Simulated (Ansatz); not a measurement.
## YN: response to strain

The reference is YN in the rock salt structure (space group Fm-3m, No. 225; a = 4.9060 Å).

Strains are applied to the cell and any free atomic positions relax.

All numbers come from plane-wave PAW DFT at the PBE level (Ansatz, a program for electronic structure, 420 eV), scalar-relativistic without spin-orbit coupling, earlier PAW set.

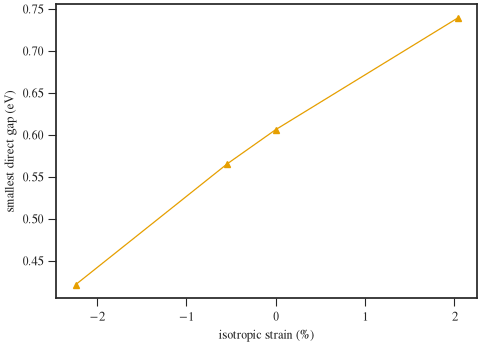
Figure. Smallest direct gap against isotropic strain

**Question.** From the plot, what is the smallest direct gap for isotropic strain −2.24 %?

**Answer.** About 0.42 eV.

**Question.** Is the trend monotonic over the range shown?

**Answer.** Yes, it rises throughout, spanning 0.42 eV to 0.74 eV.

Whether these cells are dynamically stable was not tested.
